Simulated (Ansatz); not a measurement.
**InH2+ (singlet): inputs that go wrong at distance In1–H2 = 2.269 Å**

3 inputs are run for InH2+ (singlet) as typed; the log has to tell whether the result can be used and what must change.

Method: the settings change from run to run; program: Ansatz 0.2.0, Gaussian basis.

31 further runs of the same task are left out: 12 for a known fault of the program, 1 for a mislabelled method, 14 that didn't finish, 4 set aside as unsound or not needed.

**1. The geometry**

The geometry derives from a PBE0/def2-TZVP stationary point (not a proven minimum). One bond is set to the value named and the two fragments are kept rigid. No spin-orbit coupling is included. Elements past krypton take def2 core potentials.

3 atoms, charge 1, spin multiplicity 1.

Atoms are counted from 1 here; the program's logs count them from 0.

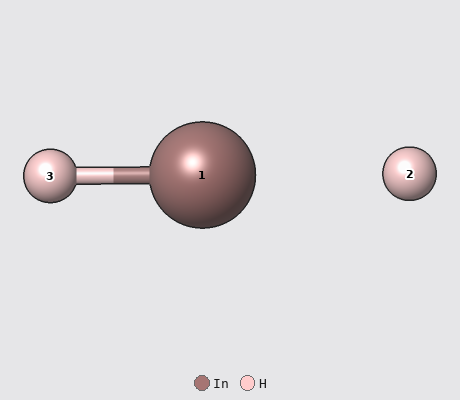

The geometry (indium brown, hydrogen pink); atoms are numbered from 1 in the order of the file.

**2. Input 1**

Input file in.yaml:

```yaml
crystal:
  periodic: [false, false, false]
  atoms:
    - {symbol: In, position_ang: [0.000000, 0.000000, 0.201200]}
    - {symbol: H, position_ang: [0.000000, 0.000000, -2.067800]}
    - {symbol: H, position_ang: [0.000000, 0.000000, 1.866600]}
basis:
  gaussian: {orbitals: def2-TZVPP}
total_charge: 1
hamiltonian: {xc: pbe}
correlation: {active_space: {window: {electrons: 2, orbitals: 2}}}
scf: {omitted_lower_state_checks: [cluster_reference]}
```

The run is started by

```sh
> ansatz run in.yaml --threads 1 --pin off --events-out ev --progress --plain --max-ram 2393MiB
```

The log of the run:

```text
Error: invalid value for `correlation.active_space`: it starts from restricted Hartree–Fock orbitals; set hamiltonian.xc: hf without magnetization.spin_polarized
```

It took 0.03 s on 1 thread of Arm Neoverse V2, shared host.

**Diagnosis.** The run was refused. An active space is asked on a functional's orbitals. To mend it, start from Hartree-Fock.

**3. Input 2**

Input file in.yaml:

```yaml
crystal:
  periodic: [false, false, false]
  atoms:
    - {symbol: In, position_ang: [0.000000, 0.000000, 0.201200]}
    - {symbol: H, position_ang: [0.000000, 0.000000, -2.067800]}
    - {symbol: H, position_ang: [0.000000, 0.000000, 1.866600]}
basis:
  gaussian: {orbitals: def2-TZVPP}
total_charge: 1
correlation: {active_space: {window: {electrons: 2, orbitals: 2}, states: [{multiplicity: 1, irrep: E1u, weights: [1]}]}}
```

Same command.

The log of the run:

```text
Functional definition: HF
  name "HF"
  cite "Fock, Z. Phys. 61, 126 (1930) doi:10.1007/BF01340294"
  parent pbe
  exchange = exact_x
  correlation = 0
1155 factors; integrals over basis functions are off by at most 1.9e-7 eV
mean field evaluation 1: about -5171.0483 eV, gradient 8.0e0 eV
mean field evaluation 2: about -5171.0458 eV, gradient 8.0e0 eV
mean field evaluation 4: about -5171.3849 eV, gradient 8.0e-1 eV
mean field evaluation 8: about -5171.3874 eV, gradient 1.8e-4 eV
mean field -5171.38741072 eV, -190.0449820516 hartree, gradient 1.3e-6 eV, S^2 0.000000; 0 other end points of the search recorded, 0 dependent functions left out
reference -5171.38741072 eV, -190.0449820516 hartree; 11, 11 occupied and 67, 67 virtual orbitals, 1155 factors
Error: the irrep E1u is not accepted for these orbitals, which take A1, B1, B2, A2, or 1 to 4
```

Wall time 1.3 s (1 thread of Arm Neoverse V2, shared host).

**Diagnosis.** The run stopped with an error. The symmetry label isn't in the molecule's group. Fix: name an irrep that the log lists.

**4. Input 3**

Input file in.yaml:

```yaml
crystal:
  periodic: [false, false, false]
  atoms:
    - {symbol: In, position_ang: [0.000000, 0.000000, 0.201200]}
    - {symbol: H, position_ang: [0.000000, 0.000000, -2.067800]}
    - {symbol: H, position_ang: [0.000000, 0.000000, 1.866600]}
basis:
  gaussian: {orbitals: def2-TZVPP}
total_charge: 1
correlation: {method: sc_nevpt2, electrons: outside_noble_gas, active_space: {window: {electrons: 2, orbitals: 2}}}
magnetization: {spin_polarized: true, initial_magnetization: 0}
```

The command is unchanged.

The log of the run:

```text
Error: invalid value for `correlation.active_space`: it starts from restricted Hartree–Fock orbitals; set hamiltonian.xc: hf without magnetization.spin_polarized
```

Wall time 0.03 s (1 thread of Arm Neoverse V2, shared host).

What is wrong: The run was refused. An active space is asked on unrestricted orbitals. Fix: drop spin_polarized: true.

**5. How the runs ended**

| input | level | ended | cause | time |
| --- | --- | --- | --- | --- |
| 1 | CASSCF(2,2)/def2-TZVPP | refused | an active space is asked on a functional's orbitals | 0.03 s |
| 2 | CASSCF(2,2)/def2-TZVPP | stopped by an error | the symmetry label isn't in the molecule's group | 1.3 s |
| 3 | NEVPT2(2,2)/def2-TZVPP | refused | an active space is asked on unrestricted orbitals | 0.03 s |

2 refused, 1 stopped by an error.
